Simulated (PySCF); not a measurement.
## Electronic structure of C4H10S (SMILES CCSCC) in real space

```tsv
atom	x (Å)	y (Å)	z (Å)
C	-1.8661	-0.0689	0.4344
C	-1.1609	0.8860	-0.5072
S	-0.2223	0.0926	-1.8313
C	1.0243	-0.8341	-0.9095
C	1.9792	0.0194	-0.0998
H	-2.4542	0.4859	1.1706
H	-1.1552	-0.6884	0.9856
H	-2.5353	-0.7329	-0.1153
H	-0.5106	1.5736	0.0390
H	-1.8880	1.5028	-1.0416
H	1.5628	-1.3860	-1.6841
H	0.5320	-1.5805	-0.2814
H	2.7385	-0.6048	0.3800
H	2.4823	0.7503	-0.7353
H	1.4576	0.5636	0.6903
```

Geometry: PBE0-D3(BJ)/def2-TZVP.

The calculation used PBE0/pcSseg-2, SCF density, gas phase, non-relativistic in PySCF.

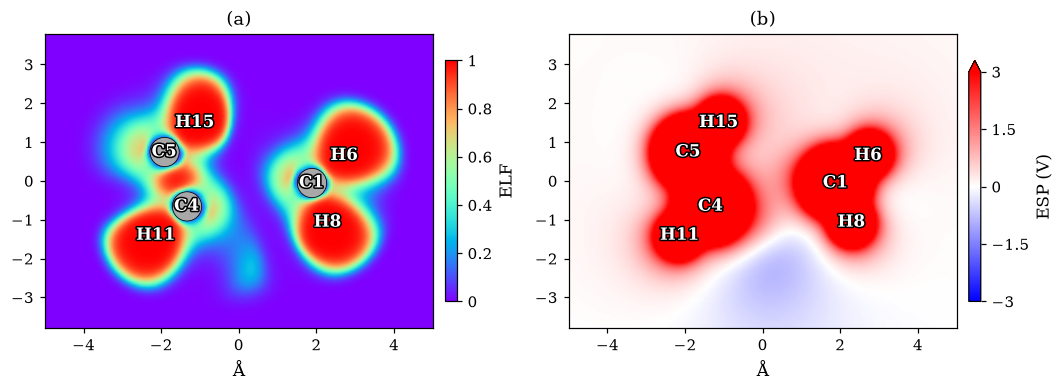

Figure 1. (a) ELF; (b) molecular electrostatic potential on the plane of atoms C5, C4 and H11. Grey discs cover the atomic cores in the ELF map.

Question: What does the map show?

Answer:
- The plane passes through C and H nuclei.
- C–C (1.52 Å): the ELF peaks at about 0.95 between the atoms: a covalent bond.
- C–H (1.09 Å): the ELF climbs to about 1 towards the hydrogen, as it does in any bond to H (an ordinary covalent bond to hydrogen).
- Outside the dense part of the molecule the potential is most negative (−0.8 V) near S3, which lies off the plane.

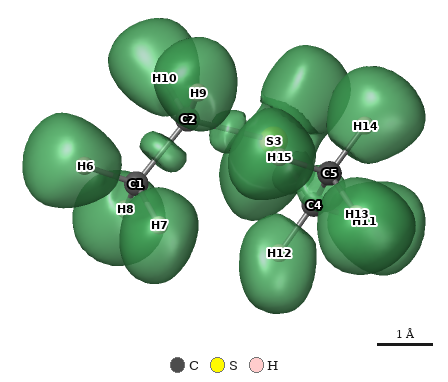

Figure 2. Isosurface of the ELF at 0.8 (green), seen at a tilt. Core shells and regions of very low density are left out.

Question: Identify the bonds, lone pairs and shells in this picture.

Answer: At this value the surface marks out two regions between bonded C–C atoms (shared pairs), two regions between bonded C–S atoms (shared pairs), ten regions around hydrogen nuclei and one lobe on S, pointing away from the bonds (lone pairs, which may merge into one lobe).


 C–S (1.81 Å): the ELF peaks at about 0.90 between the atoms; a covalent bond.

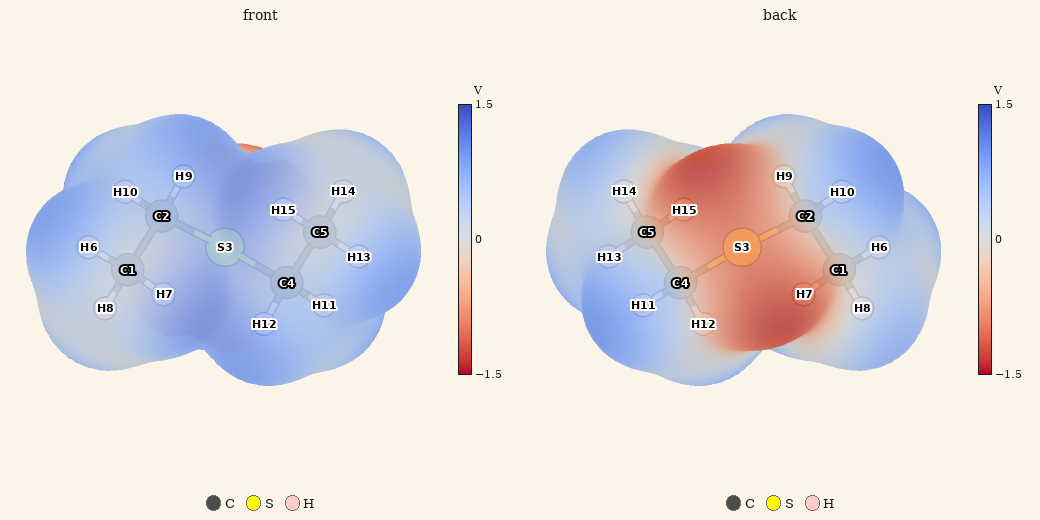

Figure 3. The molecular electrostatic potential painted on the density surface at 0.002 e/bohr³, seen from the front and from behind; the colour scale runs from red (negative) to blue (positive).

Question: Describe the electrostatic potential map.

Answer: The most negative region (about −1.2 V, or −28 kcal/mol for a unit charge) lies over S3, the most positive (about +0.9 V, or +21 kcal/mol for a unit charge) over the H atoms.
